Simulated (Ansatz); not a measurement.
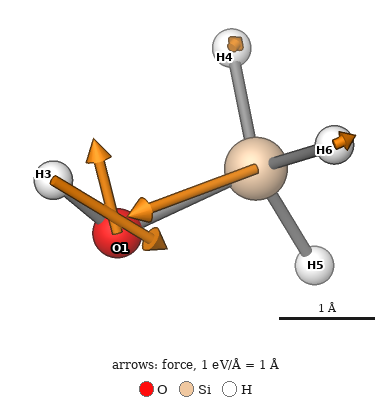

Starting geometry of SiH4O with the computed forces as orange arrows. A ball-and-stick model, seen at a tilt.

It is one of the separated products of a reaction.

Method: RKS PBE0-D4/def2-TZVP in Ansatz 0.2.0. (force threshold 0.005 eV/Å; at most 200 steps)

**What follows when this structure is relaxed?**

It isn't relaxed: the largest force vector, on the Si atom, is 1.65 eV/Å. The final displacements follow the starting forces only in part (cosine between the two patterns 0.45). The atom that moves furthest after the best rigid fit is an H atom (0.089 Å). By element the largest moves are H 0.089 Å, O 0.076 Å, Si 0.049 Å. Among the contacts that change: O–Si 1.689 → 1.648 Å, H–O 0.989 → 0.958 Å, H–Si 1.482 → 1.489 Å. Among the angles between lasting bonds that change: O–Si–H 107.6° → 111.6°, H–Si–H 112.3° → 109.8°, Si–O–H 120.2° → 117.8°. The energy falls by 0.073 eV in 6 geometry steps. Largest force component: 1.3 eV/Å at the start, 0.0012 eV/Å at the end. The forces were under the threshold at step 4, but the run went on from there.
